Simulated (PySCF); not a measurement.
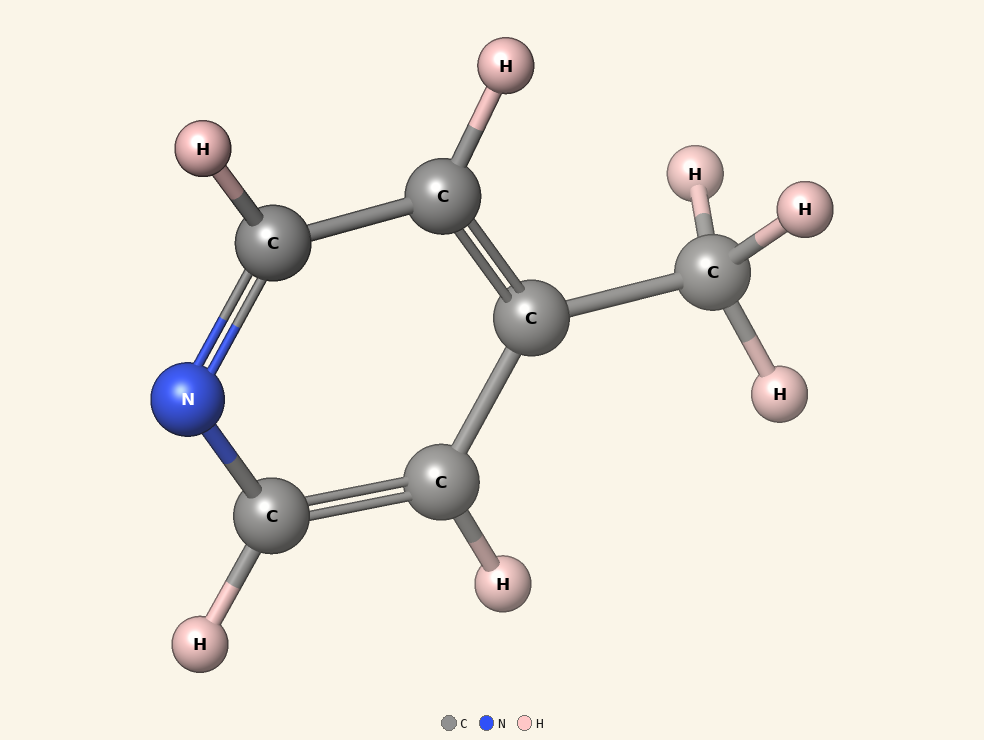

Orthographic view. Atoms fade into the background with distance from the viewer. The geometry was computed by an optimisation with PBE0-D3(BJ)/def2-SVP. No frequency run is at hand to confirm it as a minimum.

Q: Give the standard InChI.

A: InChI=1S/C6H7N/c1-6-2-4-7-5-3-6/h2-5H,1H3
